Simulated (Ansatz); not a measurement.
AlFH5N···H2O

Input

```
crystal:
  periodic: [false, false, false]
  atoms:
    - { symbol: Al, position_ang: [-1.422545, 0.77368, -0.692948] }
    - { symbol: F, position_ang: [1.539794, 1.394678, -1.208281] }
    - { symbol: H, position_ang: [-1.526031, 0.132219, -2.136576] }
    - { symbol: H, position_ang: [-1.612475, 2.29152, -0.291514] }
    - { symbol: H, position_ang: [1.037727, -0.808882, 0.933532] }
    - { symbol: "N", position_ang: [-1.234586, -0.447739, 0.715495] }
    - { symbol: H, position_ang: [1.995773, 0.863567, -0.622642] }
    - { symbol: O, position_ang: [1.99258, -0.898957, 0.782422] }
    - { symbol: H, position_ang: [-1.447129, -1.434552, 0.60207] }
    - { symbol: H, position_ang: [-1.380243, -0.176847, 1.683845] }
    - { symbol: H, position_ang: [2.057036, -1.688887, 0.234598] }
basis:
  gaussian: { orbitals: def2-SVP }
hamiltonian:
  xc: pbe0
relax:
  f_tol: 0.03
  max_steps: 50
output:
  orbitals: {}
```

Launched as:

```sh
ansatz run input.yaml --threads 2 --pin off --max-ram 3072MiB --backend cpu --events-out ev --progress --plain --runs-dir out
```

The fields are those of the relaxed geometry.

All numbers below come from Ansatz 0.2.0, RKS PBE0/def2-SVP.

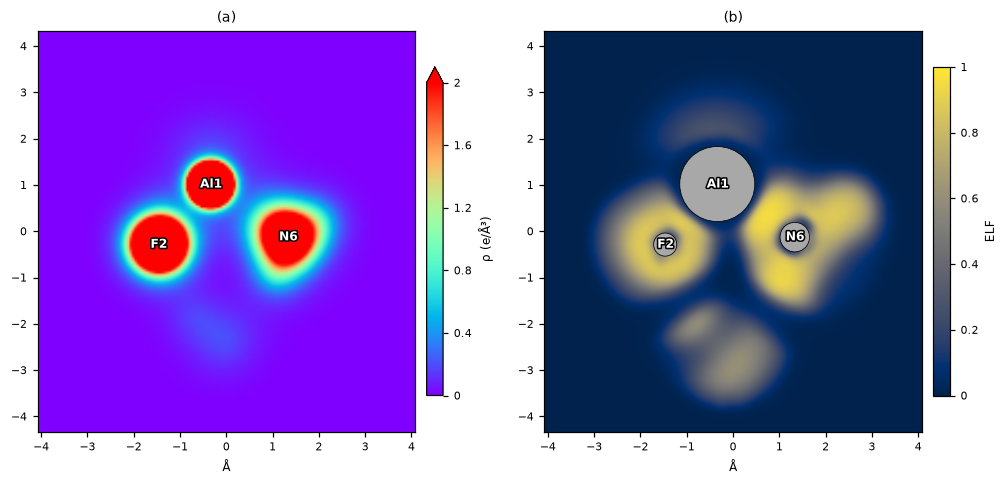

Figure 1. (a) electron density; (b) ELF on the plane of atoms F2, Al1 and N6. Grey discs cover the atomic cores in the ELF map.

### What does the map show?

The section cuts through Al, F and N sites.
Al–F (1.72 Å): ρ at the midpoint is about 0.67 e/Å³; the ELF peaks at about 0.90 in the valence shell of F, 0.6 Å from its nucleus, and is about 0.25 at the midpoint.
Al–N (2.03 Å): ρ at the midpoint is about 0.51 e/Å³; the ELF peaks at about 0.95 in the valence shell of N, 0.8 Å from its nucleus, and is about 0.75 at the midpoint.
The ELF also peaks beside F2, away from the bonds: lone-pair regions.

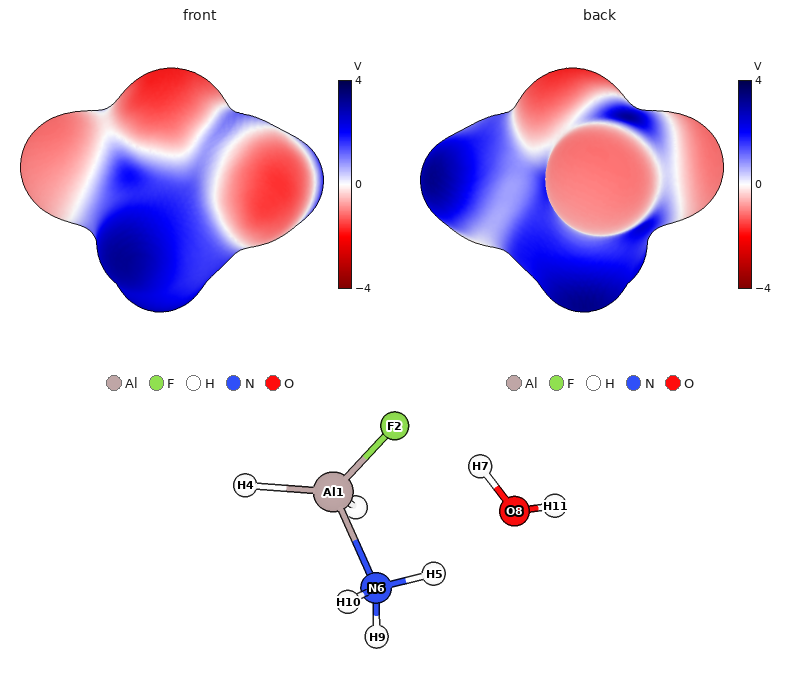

Figure 2. The electrostatic potential painted on the density surface at 0.004 e/bohr³, seen from the front and from behind; red is negative and blue positive. The bare structure is drawn below in the same view.

### Which sites attract a positive test charge, and which a negative one?

A positive charge is drawn to the negative regions and a negative charge to the positive ones. The most negative region (about −1.8 V, or −42 kcal/mol for a unit charge) lies over F2, the most positive (about +3.2 V, or +74 kcal/mol for a unit charge) over H9, H10 and H11.

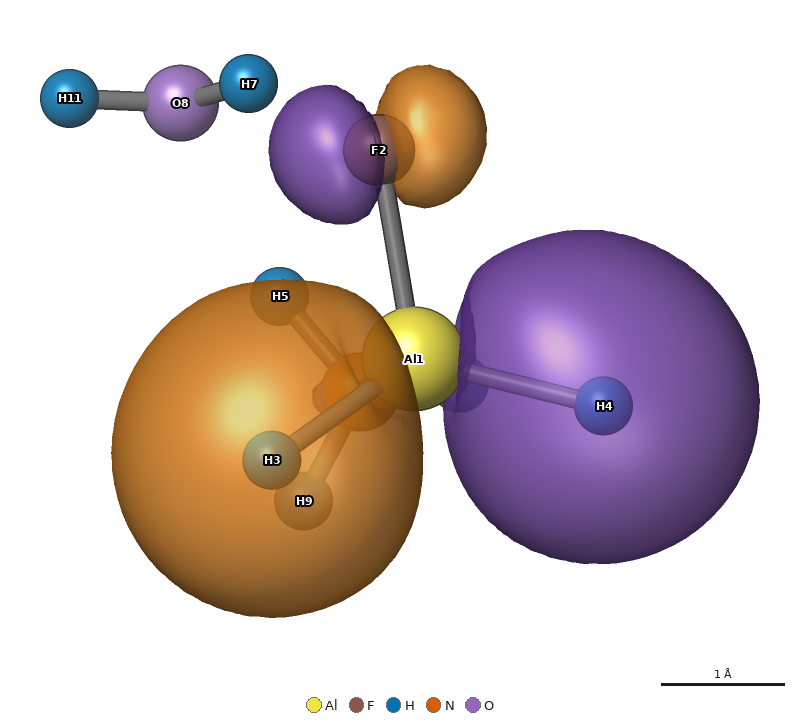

Figure 3. The HOMO at ±0.08 Å⁻³ᐟ² (orange and purple are the two phases), seen at an oblique angle.

### Describe this orbital and give its energy.

Its weight (Hirshfeld) is mainly on Al1 (about 35 %), H3 (about 30 %) and H4 (about 30 %). Its energy is −7.54 eV.
